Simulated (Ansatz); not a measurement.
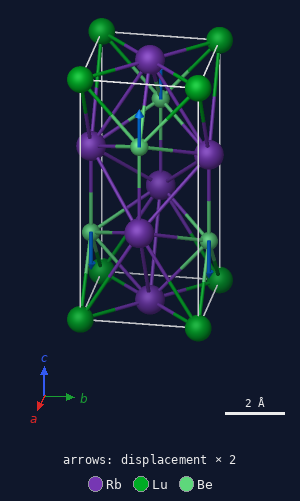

This is a relaxation of crystalline Rb$_{3}$LuBe$_{2}$ (a generated structure, set up in P-4m2) (coarse preliminary run). The starting structure is drawn; blue arrows show the displacements (the part carried along by the change of the cell is left out), magnified 2 times.

The picture is a ball-and-stick view of the cell of the calculation, seen from a free direction.

The calculation used DFT PBE, scalar-relativistic, plane waves, PAW in Ansatz. Set-up: plane-wave cutoff 420 eV; k-point mesh 4 × 4 × 2; occupations gaussian; smearing width 0.1 eV; no spin polarisation; cell and atoms relaxed; force threshold 0.04 eV/Å; at most 70 steps.

> Which element moves most?

Beryllium: up to 0.71 Å, against 0.03 Å for rubidium.

> Describe the change and its energy.

The largest moves relative to the cell, 0.71 Å, are those of Be atoms. By element the largest moves are Be 0.71 Å, Rb 0.03 Å. Lu stays in place. The drawn cell changes as follows: a = b 4.122 → 5.345 Å (+29.7 %), c 9.043 → 8.570 Å (−5.2 %); the volume changes by +59.3 %. Among the contacts that change: Be–Rb 3.094 → 4.131 Å, Lu–Rb 2.915 → 3.779 Å, Rb–Rb 3.662 → 4.351 Å, Be–Rb 3.254 → 3.823 Å. Bond angles that change, for instance: Rb–Be–Rb 81.9° → 120.1°, Lu–Be–Lu 81.9° → 120.1°, Rb–Be–Lu 55.2° → 75.6°. The space group stays P-4m2 (No. 115). Over 8 accepted moves (10 points after the start) the energy falls by 597 meV per atom. Largest force component: 1.4 eV/Å at the start, 0.026 eV/Å at the end. The pressure goes from 10.42 to 0.10 GPa. The SCF was repeated twice at an unchanged geometry on a basis and grid sized afresh for the cell, which shifted the energy by 13.0 meV per atom at most. Cost: 110 s on 1 thread of Intel(R) Xeon(R) 6975P-C (Granite Rapids) (shared host), peak memory 0.52 GiB.

Limits of the set-up: the k-point mesh is coarse for a cell with partly filled bands.
